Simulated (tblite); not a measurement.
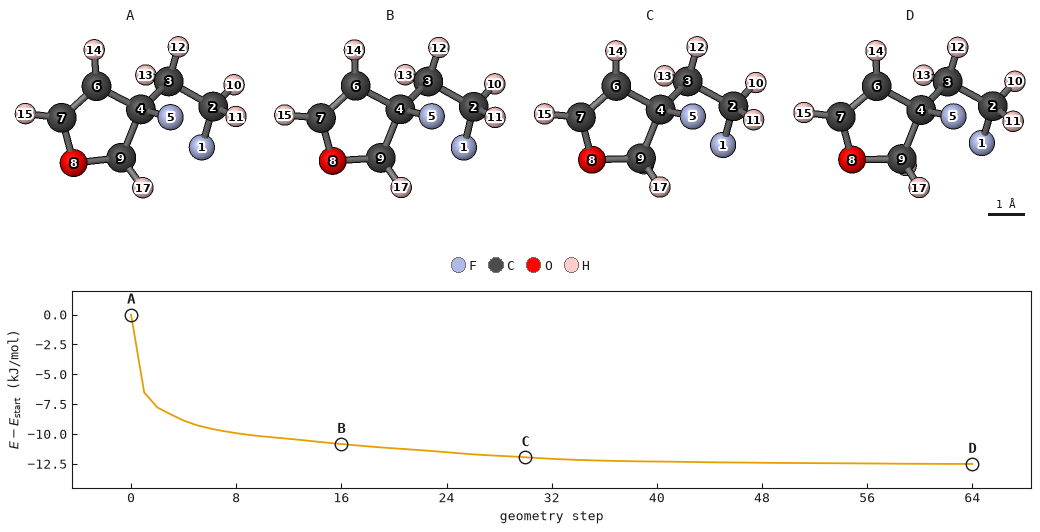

Frames of a relaxation of C$_{6}$H$_{8}$F$_{2}$O, marked on the history of the run. The picture is a ball-and-stick view, seen at a tilt.

Level of theory: GFN2-xTB geometry optimisation, gas phase in tblite. 

### What happens along the run?

An H atom moves most after the best rigid fit: 0.31 Å. Largest moves by element: H 0.31 Å, F 0.28 Å, O 0.19 Å, C 0.09 Å. Some distances before and after: C–O 1.380 → 1.348 Å, C–F 1.373 → 1.405 Å, C–C 1.497 → 1.524 Å, C–O 1.451 → 1.426 Å. Among the angles between lasting bonds that change: C–O–C 104.1° → 107.7°, H–C–H 108.2° → 110.2°. After 64 geometry steps the energy has fallen by 12.5 kJ/mol. The run took 0.38 s on 1 thread of Arm Neoverse V1 (shared host). From step 0 to 16: the O atom moves most (0.10 Å), energy −10.8 kJ/mol. From step 16 to 30: an H atom moves most (0.14 Å), energy −1.11 kJ/mol. From step 30 to 64: an F atom moves most (0.11 Å), energy −0.56 kJ/mol.
